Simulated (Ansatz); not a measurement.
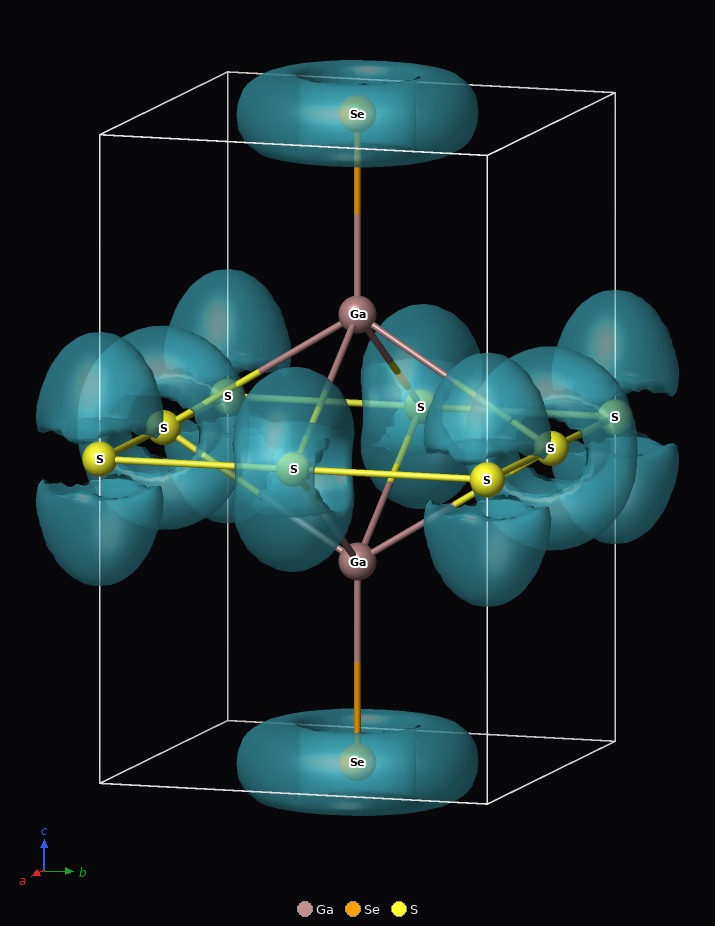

Ga2SeS3. Isosurface of the electron localisation function at 0.8 (cyan), seen slightly off an axis. Only the valence region is drawn (cores and ρ < 0.01 e/Å³ removed). Sticks mark near contacts.

Space group P4/mmm; a structure generated by program, which may or may not match a known phase.

Level of theory: DFT PBE, scalar-relativistic, plane waves, PAW (Ansatz).

```yaml
crystal:
  lattice:
    - [4.72601, 0.00000, 0.00000]
    - [0.00000, 4.72601, 0.00000]
    - [0.00000, 0.00000, 7.61028]
  atoms:
    - { symbol: Ga, position: [0.50000, 0.50000, 0.69043] }
    - { symbol: Ga, position: [0.50000, 0.50000, 0.30957] }
    - { symbol: Se, position: [0.50000, 0.50000, 0.00000] }
    - { symbol: S, position: [0.50000, 0.00000, 0.50000] }
    - { symbol: S, position: [0.00000, 0.50000, 0.50000] }
    - { symbol: S, position: [0.00000, 0.00000, 0.50000] }
```

Question: Describe the localisation domains.

Answer: The ELF exceeds this value in two lobes on S, pointing away from the bonds (lone pairs), two regions wrapped around S (the valence shell of each) and one region wrapped around Se (its valence shell), counted in one cell of 6 atoms. Any copies at cell faces, edges or corners count once. Along the contacts the grid gives the following. Ga–Se (2.36 Å): the ELF is about 0.55 at the midpoint. S–S (2.36 Å): the ELF peaks at about 0.80 in the valence shell of S, 0.8 Å from its nucleus, and is about 0.60 at the midpoint.
